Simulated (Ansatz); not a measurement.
```yaml
atoms:
  - { symbol: Ge, position_ang: [1.0093, 0.1290, 0.7204] }
  - { symbol: Ge, position_ang: [-0.8367, 0.5971, -0.6676] }
  - { symbol: H, position_ang: [0.9103, 0.6272, -0.9804] }
  - { symbol: H, position_ang: [-0.1453, -0.9376, -0.1041] }
```

Geometry: PBE0-D3(BJ)/def2-SVP.

All numbers below come from isolated molecule in a Gaussian basis; Kohn-Sham density functional theory, functional PBE0 (Ansatz 0.2.0).

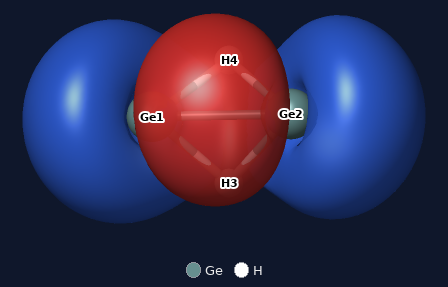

Ge2H2. The HOMO at ±0.06 Å⁻³ᐟ² (red and blue are the two phases), seen at a tilt.

Q: Where does this orbital lie, and at what energy?

A: By Hirshfeld shares it lies mainly on Ge1 (about 50 %) and Ge2 (about 50 %). Its energy is −5.75 eV.
